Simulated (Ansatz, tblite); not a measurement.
# BEt2(CN) (C5H10BN): rung by rung

How do method and basis change the picture of BEt2(CN) (C5H10BN) (singlet)?

The runs use Ansatz 0.2.0, Gaussian basis; as each input shows.

The runs, in order: GFN1-xTB, GFN2-xTB, PBE-D4/def2-TZVP, r2SCAN-D4/def2-TZVP, LC-ωPBE/def2-TZVP, LDA/def2-TZVP, CAM-B3LYP-D4/def2-TZVP, PBE-D4/def2-SVP, PBE0-D4/def2-SVP, HF/STO-3G, PBE0-D4/def2-TZVPD, PBE-D4/def2-TZVPD, LC-ωPBE/def2-TZVPD, CCSD(T)/def2-SVP, MP2/def2-TZVP, RPA/def2-TZVP.

2 further runs of the same task are left out: 2 set aside as unsound or not needed.

### Step 1. The geometry

The geometry is that of the singlet, from an earlier relaxation (PBE-D4/def2-SVP).

17 atoms, charge 0, spin multiplicity 1.

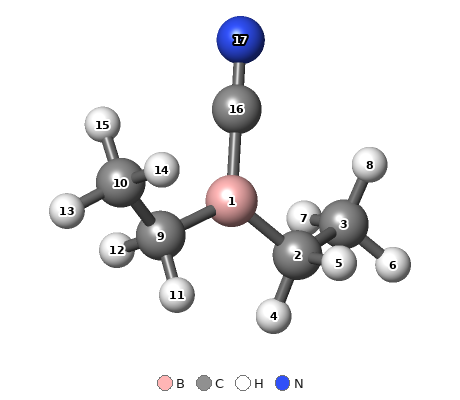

The structure; boron pink, carbon grey, hydrogen white, nitrogen blue; atoms are numbered from 1 in the order of the file.

PBE0-D4/def2-TZVP was run before; its log isn't repeated, and its numbers join the tables.

### Step 2. GFN1-xTB

Tight binding, by tblite at 300 K electronic temperature and without a spin-polarisation term:

```python
tblite.interface.Calculator('GFN1-xTB', numbers, positions, charge=0, uhf=0).singlepoint()
```

Energy -559.1352 eV, HOMO -12.37 eV, LUMO -8.47 eV; 0.018 s.

### Step 3. GFN2-xTB

Tight binding, by tblite at 300 K electronic temperature and without a spin-polarisation term:

```python
tblite.interface.Calculator('GFN2-xTB', numbers, positions, charge=0, uhf=0).singlepoint()
```

Energy -541.2815 eV, HOMO -10.99 eV, LUMO -7.81 eV; 0.011 s.

### Step 4. PBE-D4/def2-TZVP

start.molden holds the orbitals of an earlier run on this state, given as this run's starting guess.

Input file in.yaml:

```yaml
crystal:
  periodic: [false, false, false]
  atoms:
    - {symbol: B, position_ang: [-0.054175, -0.095219, -0.004924]}
    - {symbol: C, position_ang: [1.426334, -0.077601, 0.517653]}
    - {symbol: C, position_ang: [1.934082, -1.250398, 1.363662]}
    - {symbol: H, position_ang: [1.649279, 0.905600, 0.988977]}
    - {symbol: H, position_ang: [1.995383, -0.031689, -0.449867]}
    - {symbol: H, position_ang: [3.021370, -1.176786, 1.567136]}
    - {symbol: H, position_ang: [1.416728, -1.290465, 2.344150]}
    - {symbol: H, position_ang: [1.749044, -2.222401, 0.862997]}
    - {symbol: C, position_ang: [-0.837576, 1.213288, -0.378649]}
    - {symbol: C, position_ang: [-1.984527, 1.131629, -1.392329]}
    - {symbol: H, position_ang: [-0.122315, 2.029724, -0.622450]}
    - {symbol: H, position_ang: [-1.240764, 1.514439, 0.625653]}
    - {symbol: H, position_ang: [-2.537832, 2.088936, -1.472749]}
    - {symbol: H, position_ang: [-1.606249, 0.883526, -2.405083]}
    - {symbol: H, position_ang: [-2.713202, 0.342040, -1.118541]}
    - {symbol: C, position_ang: [-0.775690, -1.464361, -0.156542]}
    - {symbol: N, position_ang: [-1.319889, -2.500273, -0.269095]}
basis:
  gaussian: {orbitals: def2-TZVP, initial_orbitals: start.molden}
hamiltonian: {xc: pbe, dispersion: d4}
scf: {omitted_lower_state_checks: [starts]}
output: {orbitals: {seedname: orbitals}}
```

The run is started by

```console
$ ansatz run in.yaml --threads 4 --pin off --events-out ev --progress --plain --max-ram 4787MiB
```

The log of the run:

```text
Functional definition: PBE
  name "PBE"
  cite "Perdew, Burke & Ernzerhof, Phys. Rev. Lett. 77, 3865 (1996) doi:10.1103/PhysRevLett.77.3865"
  parent pbe
  parameter kappa = 0.804
  parameter beta = 0.06672455060314922
  exchange = pbe_x(kappa = kappa, mu = beta*pi^2/3)
  correlation = pbe_c(beta = beta)
these checks for a lower state are left out or cut short: starts
1664 factors; their error is unknown
mean field evaluation 1: about -7506.7714 eV, gradient 1.0e1 eV
mean field evaluation 2: about -7506.8994 eV, gradient 1.4e-1 eV
mean field evaluation 4: about -7506.8434 eV, gradient 7.4e-4 eV
mean field -7506.84343678 eV, -275.8714079805 hartree, gradient 1.0e-5 eV, S^2 0.000000; 0 other end points of the search recorded, 0 dependent functions left out
reference -7506.84348745 eV, -275.8714098426 hartree; 26, 26 occupied and 251, 251 virtual orbitals, 1664 factors
Total energy: -7507.18748689 eV, -275.8840515888 hartree
Checks for a lower state left out: starts
```

It took 3.5 s on 4 threads of Intel Xeon at 2.70GHz, shared host.

HOMO -7.39 eV, LUMO -3.11 eV.

### Step 5. r2SCAN-D4/def2-TZVP

in.yaml: that of step 4 with these lines changed.

```diff
@@ -22,3 +22,3 @@
   gaussian: {orbitals: def2-TZVP, initial_orbitals: start.molden}
-hamiltonian: {xc: pbe, dispersion: d4}
+hamiltonian: {xc: r2scan, dispersion: d4}
 scf: {omitted_lower_state_checks: [starts]}
```

The command is unchanged.

The log of the run:

```text
Functional definition: r2SCAN
  name "r2SCAN"
  cite "Furness, Kaplan, Ning, Perdew & Sun, J. Phys. Chem. Lett. 11, 8208 (2020) doi:10.1021/acs.jpclett.0c02405"
  cite "Furness, Kaplan, Ning, Perdew & Sun, J. Phys. Chem. Lett. 11, 9248 (2020) doi:10.1021/acs.jpclett.0c03077"
  parent r2scan
  parameter k0 = 0.174
  parameter k1 = 0.065
  parameter a1 = 4.9479
  exchange = r2scan_x(k0 = k0, k1 = k1, a1 = a1)
  correlation = r2scan_c
these checks for a lower state are left out or cut short: starts
1664 factors; their error is unknown
mean field evaluation 1: about -7512.5535 eV, gradient 5.5e0 eV
mean field evaluation 2: about -7512.6021 eV, gradient 5.0e-2 eV
mean field evaluation 4: about -7512.5574 eV, gradient 5.4e-4 eV
mean field -7512.55744885 eV, -276.0813940509 hartree, gradient 8.4e-6 eV, S^2 0.000000; 0 other end points of the search recorded, 0 dependent functions left out
reference -7512.55746330 eV, -276.0813945820 hartree; 26, 26 occupied and 251, 251 virtual orbitals, 1664 factors
Total energy: -7512.65237329 eV, -276.0848824598 hartree
Checks for a lower state left out: starts
```

Run time: 5.5 s. Hardware: 4 threads of Intel Xeon at 2.70GHz, shared host.

Report: HOMO -7.66 eV, LUMO -2.87 eV.

### Step 6. LC-ωPBE/def2-TZVP

in.yaml: that of step 5 with these lines changed.

```diff
@@ -22,4 +22,4 @@
   gaussian: {orbitals: def2-TZVP, initial_orbitals: start.molden}
-hamiltonian: {xc: r2scan, dispersion: d4}
+hamiltonian: {xc: {name: LC-wPBE}}
 scf: {omitted_lower_state_checks: [starts]}
-output: {orbitals: {seedname: orbitals}}
+output: {forces: true, orbitals: {seedname: orbitals}}
```

The command is unchanged.

The log of the run:

```text
Functional definition: LC-wPBE
  name "LC-wPBE"
  cite "Vydrov & Scuseria, J. Chem. Phys. 125, 234109 (2006) doi:10.1063/1.2409292"
  cite "Heyd & Scuseria, J. Chem. Phys. 120, 7274 (2004) doi:10.1063/1.1668634"
  cite "Ernzerhof & Perdew, J. Chem. Phys. 109, 3313 (1998) doi:10.1063/1.476928"
  cite "Perdew, Burke & Ernzerhof, Phys. Rev. Lett. 77, 3865 (1996) doi:10.1103/PhysRevLett.77.3865"
  parent pbe
  parameter omega = 0.4/bohr
  exchange = pbe_x_sr(omega) + exact_x_lr(omega)
  correlation = pbe_c
these checks for a lower state are left out or cut short: starts
1664 factors; their error is unknown
575 factors; integrals over basis functions are off by at most 1.7e-5 eV
mean field evaluation 1: about -7511.9542 eV, gradient 8.8e0 eV
mean field evaluation 2: about -7512.0797 eV, gradient 1.5e-1 eV
mean field evaluation 4: about -7512.0344 eV, gradient 7.1e-4 eV
mean field -7512.03440491 eV, -276.0621725406 hartree, gradient 2.2e-5 eV, S^2 0.000000; 0 other end points of the search recorded, 0 dependent functions left out
the calculation of the forces begins
reference -7512.03440492 eV, -276.0621725409 hartree; 26, 26 occupied and 251, 251 virtual orbitals, 1664 factors
Total energy: -7512.03440492 eV, -276.0621725409 hartree
Atom 0 at    -0.054175    -0.095219    -0.004924 Å, force     0.140085     0.266385     0.026895 eV/Å
Atom 1 at     1.426334    -0.077601     0.517653 Å, force     0.230144     0.341976    -0.276700 eV/Å
Atom 2 at     1.934082    -1.250398     1.363662 Å, force     0.029172    -0.262713     0.198726 eV/Å
Atom 3 at     1.649279     0.905600     0.988977 Å, force    -0.141551    -0.566322    -0.201979 eV/Å
Atom 4 at     1.995383    -0.031689    -0.449867 Å, force    -0.286727    -0.072451     0.527053 eV/Å
Atom 5 at     3.021370    -1.176786     1.567136 Å, force    -0.587789     0.002980    -0.140599 eV/Å
Atom 6 at     1.416728    -1.290465     2.344150 Å, force     0.270783     0.042630    -0.528146 eV/Å
Atom 7 at     1.749044    -2.222401     0.862997 Å, force     0.095236     0.540060     0.241015 eV/Å
Atom 8 at    -0.837576     1.213288    -0.378649 Å, force     0.101825     0.314100     0.356780 eV/Å
Atom 9 at    -1.984527     1.131629    -1.392329 Å, force    -0.205181    -0.080327    -0.242476 eV/Å
Atom 10 at    -0.122315     2.029724    -0.622450 Å, force    -0.391535    -0.464191     0.072898 eV/Å
Atom 11 at    -1.240764     1.514439     0.625653 Å, force     0.169163    -0.166991    -0.549343 eV/Å
Atom 12 at    -2.537832     2.088936    -1.472749 Å, force     0.330969    -0.499868     0.082840 eV/Å
Atom 13 at    -1.606249     0.883526    -2.405083 Å, force    -0.182095     0.135816     0.544922 eV/Å
Atom 14 at    -2.713202     0.342040    -1.118541 Å, force     0.401638     0.422637    -0.115890 eV/Å
Atom 15 at    -0.775690    -1.464361    -0.156542 Å, force    -1.547694    -2.952911    -0.320051 eV/Å
Atom 16 at    -1.319889    -2.500273    -0.269095 Å, force     1.573554     2.999192     0.324055 eV/Å
Dipole moment:     0.367195     0.699189     0.076665 e Å
Checks for a lower state left out: starts
```

Run time: 6.5 s. Hardware: 4 threads of Intel Xeon at 2.70GHz, shared host.

HOMO -11.51 eV, LUMO 0.15 eV.

### Step 7. LDA/def2-TZVP

in.yaml: that of step 6 with these lines changed.

```diff
@@ -22,4 +22,4 @@
   gaussian: {orbitals: def2-TZVP, initial_orbitals: start.molden}
-hamiltonian: {xc: {name: LC-wPBE}}
+hamiltonian: {xc: lda}
 scf: {omitted_lower_state_checks: [starts]}
-output: {forces: true, orbitals: {seedname: orbitals}}
+output: {orbitals: {seedname: orbitals}}
```

Same command.

The log of the run:

```text
Functional definition: SPW92
  name "SPW92"
  cite "Dirac, Proc. Camb. Phil. Soc. 26, 376 (1930) doi:10.1017/S0305004100016108"
  cite "Slater, Phys. Rev. 81, 385 (1951) doi:10.1103/PhysRev.81.385"
  cite "Perdew & Wang, Phys. Rev. B 45, 13244 (1992) doi:10.1103/PhysRevB.45.13244"
  exchange = slater_x
  correlation = pw_c
these checks for a lower state are left out or cut short: starts
1664 factors; their error is unknown
mean field evaluation 1: about -7446.0703 eV, gradient 4.4e1 eV
mean field evaluation 2: about -7446.7049 eV, gradient 8.6e-1 eV
mean field evaluation 4: about -7446.6569 eV, gradient 6.2e-1 eV
mean field evaluation 8: about -7446.6575 eV, gradient 2.4e-5 eV
mean field -7446.65750940 eV, -273.6596159449 hartree, gradient 2.4e-5 eV, S^2 0.000000; 0 other end points of the search recorded, 0 dependent functions left out
reference -7446.65755535 eV, -273.6596176333 hartree; 26, 26 occupied and 251, 251 virtual orbitals, 1664 factors
Total energy: -7446.65755535 eV, -273.6596176333 hartree
Checks for a lower state left out: starts
```

Run time: 2.7 s. Hardware: 4 threads of Intel Xeon at 2.70GHz, shared host.

Report: HOMO -7.51 eV, LUMO -3.37 eV.

### Step 8. CAM-B3LYP-D4/def2-TZVP

in.yaml: that of step 7 with these lines changed.

```diff
@@ -22,3 +22,3 @@
   gaussian: {orbitals: def2-TZVP, initial_orbitals: start.molden}
-hamiltonian: {xc: lda}
+hamiltonian: {xc: {name: CAM-B3LYP}, dispersion: d4}
 scf: {omitted_lower_state_checks: [starts]}
```

Same command.

The log of the run:

```text
Functional definition: CAM-B3LYP
  name "CAM-B3LYP"
  cite "Yanai, Tew & Handy, Chem. Phys. Lett. 393, 51 (2004) doi:10.1016/j.cplett.2004.06.011"
  cite "Iikura, Tsuneda, Yanai & Hirao, J. Chem. Phys. 115, 3540 (2001) doi:10.1063/1.1383587"
  cite "Becke, Phys. Rev. A 38, 3098 (1988) doi:10.1103/PhysRevA.38.3098"
  cite "Lee, Yang & Parr, Phys. Rev. B 37, 785 (1988) doi:10.1103/PhysRevB.37.785"
  cite "Vosko, Wilk & Nusair, Can. J. Phys. 58, 1200 (1980) doi:10.1139/p80-159"
  parameter alpha = 0.19
  parameter beta = 0.46
  parameter omega = 0.33/bohr
  parameter ac = 0.81
  # Exact exchange under (alpha + beta erf(omega r))/r, Becke's under what is left of 1/r.
  exchange = (1 - alpha - beta)*b88_x + beta*b88_x_sr(omega) + alpha*exact_x + beta*exact_x_lr(omega)
  correlation = (1 - ac)*vwn5_c + ac*lyp_c
these checks for a lower state are left out or cut short: starts
1664 factors; their error is unknown
495 factors; integrals over basis functions are off by at most 1.3e-5 eV
mean field evaluation 1: about -7512.8549 eV, gradient 8.2e0 eV
mean field evaluation 2: about -7512.9789 eV, gradient 1.1e-1 eV
mean field evaluation 4: about -7512.9473 eV, gradient 4.4e-4 eV
mean field -7512.94733200 eV, -276.0957219925 hartree, gradient 9.3e-6 eV, S^2 0.000000; 0 other end points of the search recorded, 0 dependent functions left out
reference -7512.94749348 eV, -276.0957279268 hartree; 26, 26 occupied and 251, 251 virtual orbitals, 1664 factors
Total energy: -7513.24250722 eV, -276.1065694816 hartree
Checks for a lower state left out: starts
```

It took 6 s on 4 threads of Intel Xeon at 2.70GHz, shared host; peak memory 0.92 GiB.

From the report: HOMO -10.16 eV, LUMO -1.03 eV.

### Step 9. PBE-D4/def2-SVP

in.yaml: that of step 8 with these lines changed.

```diff
@@ -21,4 +21,4 @@
 basis:
-  gaussian: {orbitals: def2-TZVP, initial_orbitals: start.molden}
-hamiltonian: {xc: {name: CAM-B3LYP}, dispersion: d4}
+  gaussian: {orbitals: def2-SVP, initial_orbitals: start.molden}
+hamiltonian: {xc: pbe, dispersion: d4}
 scf: {omitted_lower_state_checks: [starts]}
```

The command is unchanged.

The log of the run:

```text
Functional definition: PBE
  name "PBE"
  cite "Perdew, Burke & Ernzerhof, Phys. Rev. Lett. 77, 3865 (1996) doi:10.1103/PhysRevLett.77.3865"
  parent pbe
  parameter kappa = 0.804
  parameter beta = 0.06672455060314922
  exchange = pbe_x(kappa = kappa, mu = beta*pi^2/3)
  correlation = pbe_c(beta = beta)
these checks for a lower state are left out or cut short: starts
1696 factors; their error is unknown
mean field evaluation 1: about -7498.4777 eV, gradient 8.9e0 eV
mean field evaluation 2: about -7498.7021 eV, gradient 1.7e-1 eV
mean field evaluation 4: about -7498.6259 eV, gradient 3.4e-4 eV
mean field -7498.62590375 eV, -275.5694192117 hartree, gradient 1.6e-5 eV, S^2 0.000000; 0 other end points of the search recorded, 0 dependent functions left out
reference -7498.62594285 eV, -275.5694206483 hartree; 26, 26 occupied and 122, 122 virtual orbitals, 1696 factors
Total energy: -7498.96994228 eV, -275.5820623945 hartree
Checks for a lower state left out: starts
```

It took 1.7 s on 4 threads of Intel Xeon at 2.70GHz, shared host.

HOMO -7.27 eV, LUMO -2.96 eV.

### Step 10. PBE0-D4/def2-SVP

in.yaml: that of step 9 with these lines changed.

```diff
@@ -22,3 +22,3 @@
   gaussian: {orbitals: def2-SVP, initial_orbitals: start.molden}
-hamiltonian: {xc: pbe, dispersion: d4}
+hamiltonian: {xc: pbe0, dispersion: d4}
 scf: {omitted_lower_state_checks: [starts]}
```

The command is unchanged.

The log of the run:

```text
Functional definition: PBE0
  name "PBE0"
  cite "Adamo & Barone, J. Chem. Phys. 110, 6158 (1999) doi:10.1063/1.478522"
  cite "Perdew, Burke & Ernzerhof, Phys. Rev. Lett. 77, 3865 (1996) doi:10.1103/PhysRevLett.77.3865"
  parent pbe
  parameter a = 0.25
  parameter kappa = 0.804
  parameter beta = 0.06672455060314922
  exchange = (1 - a)*pbe_x(kappa = kappa, mu = beta*pi^2/3) + a*exact_x
  correlation = pbe_c(beta = beta)
these checks for a lower state are left out or cut short: starts
1696 factors; their error is unknown
mean field evaluation 1: about -7499.6800 eV, gradient 6.6e0 eV
mean field evaluation 2: about -7499.8005 eV, gradient 8.8e-2 eV
mean field evaluation 4: about -7499.7793 eV, gradient 1.7e-4 eV
mean field -7499.77933315 eV, -275.6118069602 hartree, gradient 1.2e-5 eV, S^2 0.000000; 0 other end points of the search recorded, 0 dependent functions left out
reference -7499.77936410 eV, -275.6118080977 hartree; 26, 26 occupied and 122, 122 virtual orbitals, 1696 factors
Total energy: -7500.07240634 eV, -275.6225772012 hartree
Checks for a lower state left out: starts
```

It took 2.1 s on 4 threads of Intel Xeon at 2.70GHz, shared host.

Report: HOMO -8.68 eV, LUMO -2.05 eV.

### Step 11. HF/STO-3G

in.yaml: that of step 10 with these lines changed.

```diff
@@ -21,4 +21,4 @@
 basis:
-  gaussian: {orbitals: def2-SVP, initial_orbitals: start.molden}
-hamiltonian: {xc: pbe0, dispersion: d4}
+  gaussian: {orbitals: STO-3G}
+hamiltonian: {xc: hf}
 scf: {omitted_lower_state_checks: [starts]}
```

Same command.

The log of the run:

```text
Functional definition: HF
  name "HF"
  cite "Fock, Z. Phys. 61, 126 (1930) doi:10.1007/BF01340294"
  parent pbe
  exchange = exact_x
  correlation = 0
these checks for a lower state are left out or cut short: starts
626 factors; integrals over basis functions are off by at most 1.1e-4 eV
mean field evaluation 1: about -7369.7507 eV, gradient 3.4e1 eV
mean field evaluation 2: about -7370.0330 eV, gradient 3.4e1 eV
mean field evaluation 4: about -7373.7935 eV, gradient 3.4e0 eV
mean field evaluation 8: about -7373.8484 eV, gradient 5.4e-2 eV
mean field -7373.84578204 eV, -270.9838343177 hartree, gradient 7.7e-6 eV, S^2 0.000000; 0 other end points of the search recorded, 0 dependent functions left out
reference -7373.84578204 eV, -270.9838343177 hartree; 26, 26 occupied and 19, 19 virtual orbitals, 626 factors
Total energy: -7373.84578204 eV, -270.9838343177 hartree
Checks for a lower state left out: starts
```

It took 0.35 s on 4 threads of Intel Xeon at 2.70GHz, shared host.

Report: HOMO -10.27 eV, LUMO 5.28 eV.

### Step 12. PBE0-D4/def2-TZVPD

in.yaml: that of step 11 with these lines changed.

```diff
@@ -21,4 +21,4 @@
 basis:
-  gaussian: {orbitals: STO-3G}
-hamiltonian: {xc: hf}
+  gaussian: {orbitals: def2-TZVPD, initial_orbitals: start.molden}
+hamiltonian: {xc: pbe0, dispersion: d4}
 scf: {omitted_lower_state_checks: [starts]}
```

Same command.

The log of the run:

```text
Functional definition: PBE0
  name "PBE0"
  cite "Adamo & Barone, J. Chem. Phys. 110, 6158 (1999) doi:10.1063/1.478522"
  cite "Perdew, Burke & Ernzerhof, Phys. Rev. Lett. 77, 3865 (1996) doi:10.1103/PhysRevLett.77.3865"
  parent pbe
  parameter a = 0.25
  parameter kappa = 0.804
  parameter beta = 0.06672455060314922
  exchange = (1 - a)*pbe_x(kappa = kappa, mu = beta*pi^2/3) + a*exact_x
  correlation = pbe_c(beta = beta)
these checks for a lower state are left out or cut short: starts
1724 factors; their error is unknown
mean field evaluation 1: about -7507.8499 eV, gradient 4.1e0 eV
mean field evaluation 2: about -7507.8692 eV, gradient 2.6e-2 eV
mean field evaluation 4: about -7507.8389 eV, gradient 4.6e-4 eV
mean field -7507.83894597 eV, -275.9079922683 hartree, gradient 1.8e-5 eV, S^2 0.000000; 0 other end points of the search recorded, 0 dependent functions left out
reference -7507.83899452 eV, -275.9079940527 hartree; 26, 26 occupied and 323, 323 virtual orbitals, 1724 factors
Total energy: -7508.13203676 eV, -275.9187631563 hartree
Checks for a lower state left out: starts
```

It took 8 s on 4 threads of Intel Xeon at 2.70GHz, shared host; peak memory 1.1 GiB.

HOMO -8.74 eV, LUMO -2.18 eV.

### Step 13. PBE-D4/def2-TZVPD

in.yaml: that of step 12 with these lines changed.

```diff
@@ -22,3 +22,3 @@
   gaussian: {orbitals: def2-TZVPD, initial_orbitals: start.molden}
-hamiltonian: {xc: pbe0, dispersion: d4}
+hamiltonian: {xc: pbe, dispersion: d4}
 scf: {omitted_lower_state_checks: [starts]}
```

Launched as before.

The log of the run:

```text
Functional definition: PBE
  name "PBE"
  cite "Perdew, Burke & Ernzerhof, Phys. Rev. Lett. 77, 3865 (1996) doi:10.1103/PhysRevLett.77.3865"
  parent pbe
  parameter kappa = 0.804
  parameter beta = 0.06672455060314922
  exchange = pbe_x(kappa = kappa, mu = beta*pi^2/3)
  correlation = pbe_c(beta = beta)
these checks for a lower state are left out or cut short: starts
1724 factors; their error is unknown
mean field evaluation 1: about -7506.7835 eV, gradient 1.1e1 eV
mean field evaluation 2: about -7506.9373 eV, gradient 1.8e-1 eV
mean field evaluation 4: about -7506.8695 eV, gradient 9.9e-4 eV
mean field -7506.86951913 eV, -275.8723664890 hartree, gradient 1.3e-5 eV, S^2 0.000000; 0 other end points of the search recorded, 0 dependent functions left out
reference -7506.86958221 eV, -275.8723688072 hartree; 26, 26 occupied and 323, 323 virtual orbitals, 1724 factors
Total energy: -7507.21358164 eV, -275.8850105533 hartree
Checks for a lower state left out: starts
```

Run time: 5 s. Hardware: 4 threads of Intel Xeon at 2.70GHz, shared host.

Report: HOMO -7.40 eV, LUMO -3.14 eV.

### Step 14. LC-ωPBE/def2-TZVPD

in.yaml: that of step 13 with these lines changed.

```diff
@@ -22,3 +22,3 @@
   gaussian: {orbitals: def2-TZVPD, initial_orbitals: start.molden}
-hamiltonian: {xc: pbe, dispersion: d4}
+hamiltonian: {xc: {name: LC-wPBE}}
 scf: {omitted_lower_state_checks: [starts]}
```

Same command.

The log of the run:

```text
Functional definition: LC-wPBE
  name "LC-wPBE"
  cite "Vydrov & Scuseria, J. Chem. Phys. 125, 234109 (2006) doi:10.1063/1.2409292"
  cite "Heyd & Scuseria, J. Chem. Phys. 120, 7274 (2004) doi:10.1063/1.1668634"
  cite "Ernzerhof & Perdew, J. Chem. Phys. 109, 3313 (1998) doi:10.1063/1.476928"
  cite "Perdew, Burke & Ernzerhof, Phys. Rev. Lett. 77, 3865 (1996) doi:10.1103/PhysRevLett.77.3865"
  parent pbe
  parameter omega = 0.4/bohr
  exchange = pbe_x_sr(omega) + exact_x_lr(omega)
  correlation = pbe_c
these checks for a lower state are left out or cut short: starts
1724 factors; their error is unknown
881 factors; integrals over basis functions are off by at most 2.9e-5 eV
mean field evaluation 1: about -7511.9679 eV, gradient 1.0e1 eV
mean field evaluation 2: about -7512.1180 eV, gradient 1.9e-1 eV
mean field evaluation 4: about -7512.0591 eV, gradient 9.3e-4 eV
mean field -7512.05908030 eV, -276.0630793446 hartree, gradient 1.1e-5 eV, S^2 0.000000; 0 other end points of the search recorded, 0 dependent functions left out
reference -7512.05908031 eV, -276.0630793450 hartree; 26, 26 occupied and 323, 323 virtual orbitals, 1724 factors
Total energy: -7512.05908031 eV, -276.0630793450 hartree
Checks for a lower state left out: starts
```

It took 8.5 s on 4 threads of Intel Xeon at 2.70GHz, shared host; peak memory 1.1 GiB.

Report: HOMO -11.51 eV, LUMO 0.12 eV.

[end of part 1 of 2]
